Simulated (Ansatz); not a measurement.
Run report: C2H7ClOSi, nudged elastic band (part 2 of 2)

The same run, continued: C2H7ClOSi; RKS PBE-D4/6-31G* (Ansatz 0.2.0). It belongs to a series of runs on one base structure; here: band between the two ends.

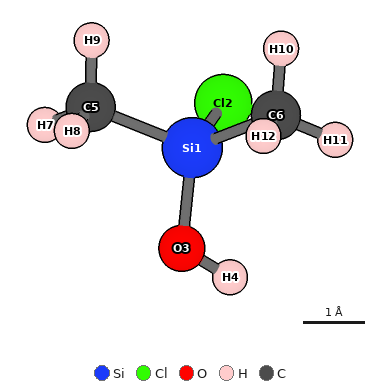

*The starting structure (ball-and-stick view, seen at a tilt; atoms are numbered from 1 in the order of the input).*

**The last band as extended XYZ, continued**
```
12
Properties=species:S:1:pos:R:3:forces:R:3 image=8 energy=-24621.26436
Si   -0.3479    0.1116   -0.2818   -0.0118  -0.0083   0.0081
Cl    2.3653   -0.8711   -2.4348    0.0274   0.0303  -0.0394
O    -0.3553    0.0013   -1.8430   -0.0010  -0.0213   0.0046
H     1.0823   -0.3856   -2.3302    0.0316  -0.0072  -0.0109
C     1.0118    0.9624    0.6799    0.0007  -0.0034   0.0030
C    -1.7040   -0.6704    0.7400   -0.0066   0.0086   0.0094
H     1.8894    1.1130    0.0318   -0.0030  -0.0114  -0.0016
H     0.6610    1.9460    1.0420    0.0013  -0.0019  -0.0034
H     1.3059    0.3662    1.5608   -0.0051  -0.0021   0.0029
H    -1.3653   -1.6811    1.0362   -0.0132   0.0043   0.0120
H    -2.6186   -0.7861    0.1385   -0.0115   0.0049   0.0088
H    -1.9243   -0.1062    1.6607   -0.0087   0.0076   0.0065
12
Properties=species:S:1:pos:R:3:forces:R:3 image=9 energy=-24621.31283
Si   -0.3328   -0.0598   -0.2429    0.0088  -0.0204   0.0030
Cl    2.5218   -0.3118   -2.6735    0.0082   0.0235  -0.0107
O    -0.2659   -0.3896   -1.7713    0.0009  -0.0127   0.0044
H     1.1812   -0.3304   -2.3675    0.0027   0.0007  -0.0009
C     1.0119    0.8718    0.6630   -0.0012  -0.0017   0.0005
C    -1.7747   -0.6392    0.7996   -0.0049   0.0082   0.0022
H     1.8980    0.9681    0.0152    0.0002  -0.0063  -0.0022
H     0.6556    1.8810    0.9385    0.0023  -0.0017  -0.0045
H     1.2906    0.3512    1.5957   -0.0024  -0.0015   0.0005
H    -1.5158   -1.6164    1.2475   -0.0065   0.0027   0.0067
H    -2.6683   -0.7831    0.1729   -0.0041   0.0031   0.0021
H    -2.0014    0.0582    1.6229   -0.0041   0.0060  -0.0011
12
Properties=species:S:1:pos:R:3:forces:R:3 image=10 energy=-24621.32630
Si   -0.2930   -0.1892   -0.2137   -0.0007  -0.0070  -0.0073
Cl    2.4436    0.1286   -2.8085    0.0012   0.0011  -0.0003
O    -0.1748   -0.6253   -1.7124    0.0008   0.0011   0.0029
H     1.1926   -0.2593   -2.3874   -0.0015  -0.0007  -0.0005
C     1.0497    0.7535    0.6825    0.0117   0.0166   0.0082
C    -1.8136   -0.5992    0.7980   -0.0050  -0.0014   0.0040
H     1.9377    0.8387    0.0348   -0.0078  -0.0019   0.0061
H     0.6954    1.7685    0.9391    0.0037  -0.0131  -0.0013
H     1.3237    0.2486    1.6257   -0.0041   0.0027  -0.0102
H    -1.5660   -1.3595    1.5608    0.0000   0.0028  -0.0015
H    -2.6087   -0.9981    0.1500    0.0012   0.0011   0.0018
H    -2.1864    0.2925    1.3314    0.0005  -0.0014  -0.0019
```

This output came from the following input.

**Input**
```yaml
crystal:
  periodic: [false, false, false]
  atoms:
    - { symbol: Si, position_ang: [0.205305, -0.135148, -0.411324] }
    - { symbol: Cl, position_ang: [1.345376, -1.825389, -0.944247] }
    - { symbol: O, position_ang: [-0.090784, 0.783081, -1.779605] }
    - { symbol: H, position_ang: [-0.564411, 0.311943, -2.49159] }
    - { symbol: C, position_ang: [1.228249, 0.942135, 0.721878] }
    - { symbol: C, position_ang: [-1.366011, -0.793774, 0.380045] }
    - { symbol: H, position_ang: [2.163627, 1.248178, 0.225676] }
    - { symbol: H, position_ang: [0.668488, 1.853931, 0.992998] }
    - { symbol: H, position_ang: [1.48883, 0.405697, 1.64942] }
    - { symbol: H, position_ang: [-1.122296, -1.401052, 1.26864] }
    - { symbol: H, position_ang: [-1.942684, -1.431313, -0.311065] }
    - { symbol: H, position_ang: [-2.013486, 0.041711, 0.699275] }
basis:
  gaussian: { orbitals: "6-31G*" }
hamiltonian:
  xc: pbe
  dispersion: d4
neb:
  order_check: false
  images: 9
  f_tol: 0.03
  max_iterations: 60
  final_atoms:
    - { symbol: Si, position_ang: [-0.29301612, -0.18920227, -0.21371764] }
    - { symbol: Cl, position_ang: [2.44361627, 0.12864309, -2.80849132] }
    - { symbol: O, position_ang: [-0.17482247, -0.62526874, -1.71244793] }
    - { symbol: H, position_ang: [1.1925803, -0.25934146, -2.38738332] }
    - { symbol: C, position_ang: [1.04970541, 0.75348351, 0.6824537] }
    - { symbol: C, position_ang: [-1.81356684, -0.59918548, 0.79800967] }
    - { symbol: H, position_ang: [1.93769259, 0.83874307, 0.03479213] }
    - { symbol: H, position_ang: [0.69542683, 1.76853954, 0.9390498] }
    - { symbol: H, position_ang: [1.32366448, 0.24863574, 1.6257118] }
    - { symbol: H, position_ang: [-1.56595137, -1.35945222, 1.56078703] }
    - { symbol: H, position_ang: [-2.60871404, -0.99806319, 0.14996667] }
    - { symbol: H, position_ang: [-2.18641205, 0.29246841, 1.3313704] }
  initial_path:
    images:
      - { positions_ang: [[0.205305, -0.135148, -0.411324], [1.345376, -1.825389, -0.944247], [-0.090784, 0.783081, -1.779605], [-0.564411, 0.311943, -2.49159], [1.228249, 0.942135, 0.721878], [-1.366011, -0.793774, 0.380045], [2.163627, 1.248178, 0.225676], [0.668488, 1.853931, 0.992998], [1.48883, 0.405697, 1.64942], [-1.122296, -1.401052, 1.26864], [-1.942684, -1.431313, -0.311065], [-2.013486, 0.041711, 0.699275]] }
      - { positions_ang: [[0.14696783, -0.07337871, -0.40549018], [1.31701097, -1.76579098, -1.08823872], [-0.13994148, 0.77134675, -1.79204727], [-0.38206941, 0.21223263, -2.474673], [1.21702198, 0.95777613, 0.72828225], [-1.38043868, -0.79580605, 0.40686899], [2.16677615, 1.17978081, 0.25317323], [0.72823236, 1.90033932, 0.9572267], [1.4228477, 0.44869004, 1.67227914], [-1.10268268, -1.43466353, 1.24772125], [-1.97193487, -1.40394349, -0.28962382], [-2.02158688, 0.00341709, 0.78462245]] }
      - { positions_ang: [[0.08863065, -0.01160942, -0.39965637], [1.28864594, -1.70619296, -1.23223044], [-0.18909895, 0.75961249, -1.80448954], [-0.19972782, 0.11252225, -2.457756], [1.20579497, 0.97341727, 0.73468649], [-1.39486636, -0.79783811, 0.43369298], [2.16992529, 1.11138362, 0.28067045], [0.78797672, 1.94674764, 0.92145539], [1.3568654, 0.49168308, 1.69513829], [-1.08306936, -1.46827506, 1.2268025], [-2.00118573, -1.37657399, -0.26818265], [-2.02968775, -0.03487681, 0.8699699]] }
      - { positions_ang: [[0.03029348, 0.05015986, -0.39382255], [1.26028091, -1.64659494, -1.37622216], [-0.23825643, 0.74787824, -1.81693182], [-0.01738623, 0.01281188, -2.44083899], [1.19456795, 0.9890584, 0.74109074], [-1.40929403, -0.79987016, 0.46051696], [2.17307444, 1.04298643, 0.30816768], [0.84772108, 1.99315596, 0.88568409], [1.29088311, 0.53467612, 1.71799743], [-1.06345603, -1.50188659, 1.20588375], [-2.0304366, -1.34920448, -0.24674147], [-2.03778863, -0.07317072, 0.95531735]] }
      - { positions_ang: [[-0.0280437, 0.11192915, -0.38798874], [1.23191587, -1.58699692, -1.52021389], [-0.2874139, 0.73614399, -1.82937409], [0.16495536, -0.0868985, -2.42392199], [1.18334093, 1.00469953, 0.74749498], [-1.42372171, -0.80190222, 0.48734095], [2.17622358, 0.97458924, 0.33566491], [0.90746544, 2.03956428, 0.84991278], [1.22490081, 0.57766916, 1.74085657], [-1.04384271, -1.53549812, 1.184965], [-2.05968747, -1.32183498, -0.22530029], [-2.0458895, -0.11146463, 1.0406648]] }
      - { positions_ang: [[-0.08638087, 0.17369844, -0.38215492], [1.20355084, -1.52739889, -1.66420561], [-0.33657138, 0.72440974, -1.84181636], [0.34729695, -0.18660887, -2.40700499], [1.17211392, 1.02034067, 0.75389923], [-1.43814939, -0.80393427, 0.51416494], [2.17937273, 0.90619205, 0.36316213], [0.9672098, 2.0859726, 0.81414148], [1.15891851, 0.6206622, 1.76371572], [-1.02422939, -1.56910965, 1.16404625], [-2.08893834, -1.29446547, -0.20385911], [-2.05399038, -0.14975853, 1.12601225]] }
      - { positions_ang: [[-0.12770792, 0.1011183, -0.34846747], [1.45156393, -1.1961905, -1.89306275], [-0.3042216, 0.45447404, -1.81594267], [0.51635362, -0.20115539, -2.40308066], [1.14763222, 0.96696923, 0.73961012], [-1.51323288, -0.76298452, 0.57093389], [2.1310367, 0.89270226, 0.29748813], [0.91285321, 2.02248599, 0.83912314], [1.1918677, 0.54625691, 1.73611493], [-1.13257379, -1.52717817, 1.2433944], [-2.19289348, -1.23518501, -0.13309396], [-2.08047471, -0.06131314, 1.16708388]] }
      - { positions_ang: [[-0.16903497, 0.02853815, -0.31478001], [1.69957701, -0.8649821, -2.12191989], [-0.27187181, 0.18453834, -1.79006899], [0.68541029, -0.21570191, -2.39915632], [1.12315051, 0.9135978, 0.72532102], [-1.58831637, -0.72203476, 0.62770283], [2.08270067, 0.87921246, 0.23181413], [0.85849661, 1.95899938, 0.86410481], [1.2248169, 0.47185162, 1.70851415], [-1.24091818, -1.48524668, 1.32274256], [-2.29684862, -1.17590456, -0.0623288], [-2.10695904, 0.02713224, 1.20815551]] }
      - { positions_ang: [[-0.21036202, -0.04404199, -0.28109255], [1.9475901, -0.5337737, -2.35077703], [-0.23952203, -0.08539735, -1.7641953], [0.85446696, -0.23024842, -2.39523199], [1.09866881, 0.86022637, 0.71103191], [-1.66339986, -0.681085, 0.68447178], [2.03436464, 0.86572266, 0.16614013], [0.80414002, 1.89551276, 0.88908647], [1.25776609, 0.39744632, 1.68091336], [-1.34926258, -1.44331519, 1.40209072], [-2.40080376, -1.1166241, 0.00843636], [-2.13344338, 0.11557763, 1.24922714]] }
      - { positions_ang: [[-0.25168907, -0.11662213, -0.2474051], [2.19560318, -0.2025653, -2.57963418], [-0.20717225, -0.35533305, -1.73832162], [1.02352363, -0.24479494, -2.39130766], [1.07418711, 0.80685494, 0.6967428], [-1.73848335, -0.64013524, 0.74124073], [1.98602862, 0.85223287, 0.10046613], [0.74978342, 1.83202615, 0.91406814], [1.29071529, 0.32304103, 1.65331258], [-1.45760698, -1.40138371, 1.48143887], [-2.5047589, -1.05734365, 0.07920152], [-2.15992771, 0.20402302, 1.29029877]] }
      - { positions_ang: [[-0.29301612, -0.18920227, -0.21371764], [2.44361627, 0.12864309, -2.80849132], [-0.17482247, -0.62526874, -1.71244793], [1.1925803, -0.25934146, -2.38738332], [1.04970541, 0.75348351, 0.6824537], [-1.81356684, -0.59918548, 0.79800967], [1.93769259, 0.83874307, 0.03479213], [0.69542683, 1.76853954, 0.9390498], [1.32366448, 0.24863574, 1.6257118], [-1.56595137, -1.35945222, 1.56078703], [-2.60871404, -0.99806319, 0.14996667], [-2.18641205, 0.29246841, 1.3313704]] }
```

Launched with:
```bash
ansatz run input.yaml --threads 2 --pin off --max-ram 3072MiB --backend cpu --events-out ev --progress --plain --runs-dir out
```

**Results in brief**

| quantity | value |
| --- | --- |
| outcome | converged |
| barrier, forward | 2.376 eV |
| barrier, backward | 0.148 eV |
| hardware | 2 threads of Arm Neoverse V1, 24 GiB of memory available, shared host |
| wall time | 7.5 min (CPU time 14 min) |
| peak memory | 0.14 GiB |

**Notes**

The order of the saddle point was not checked.
